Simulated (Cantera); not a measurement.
Charge: 1 mol TiN, 16 mol Cl2, 0.71 mol N2, held at 10.0 mbar.

Method: chemical equilibrium by Gibbs-energy minimisation in Cantera with the NASA 1993 tables (ideal gas, pure condensed phases). Candidate condensed phases: Ti, TiCl2, TiCl3, TiCl4, TiN; 9 gas species. The tables' values for TiCl2 are old estimates; treat these amounts as uncertain. Kinetics and transport are ignored.

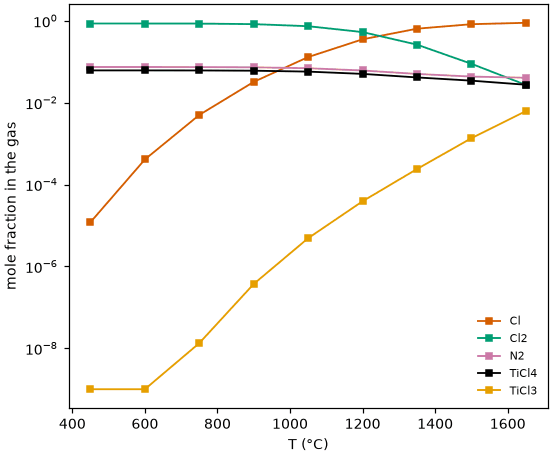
Fig. 1. Equilibrium gas composition (values under 1e-9 drawn at 1e-9)

From 450 °C to 1650 °C nothing is condensed. The main Ti-bearing gas is TiCl4 throughout.
